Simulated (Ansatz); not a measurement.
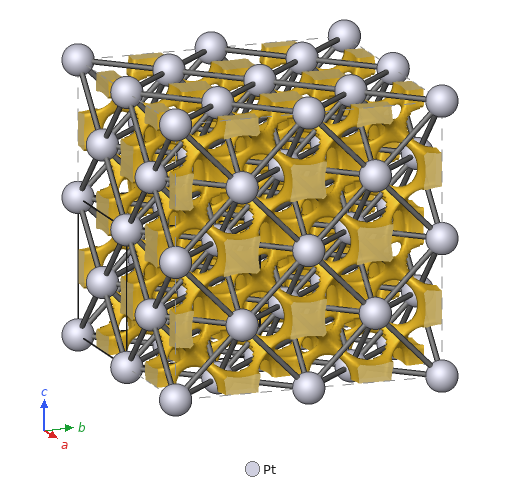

The yellow surface encloses the points that the centre of a probe sphere of radius 0.10 Å can occupy in Pt (Fm-3m, No. 225), computed on a grid of about 0.11 Å (2×2×2 cells shown, view slightly off an axis; pale faces close the region where the box cuts it).

Atoms are hard spheres with touching radii (half the shortest distance): Pt 1.38 Å.

Source of the atomic positions: a calculation's input that goes back to an entry of the Crystallography Open Database (an earlier step may have relaxed or displaced it).

Space group Fm-3m (No. 225). a = 3.916 Å, b = 3.916 Å, c = 3.916 Å, α = 90.00°, β = 90.00°, γ = 90.00°
```json
{"atom": "Pt", "site": "4a", "symmetry": "m-3m", "x": "0.0000", "y": "0.0000", "z": "0.0000"}
```

**Is the space open to the probe made of pockets or channels?**

Where they connect, they form a three-dimensional network.

**What share of the cell can the probe's centre reach?**

About 12 % of the volume (7.4 Å³ of 60.0 Å³).

**Give the largest included and the largest free sphere.**

The largest sphere that fits anywhere has a diameter of 1.15 Å; the largest that can travel through the crystal, about 0.4 Å.

**How does the connectivity change as the probe shrinks?**

Below a radius of about 0.21 Å the space forms a three-dimensional network. These are grid estimates, good to about 0.05 Å.
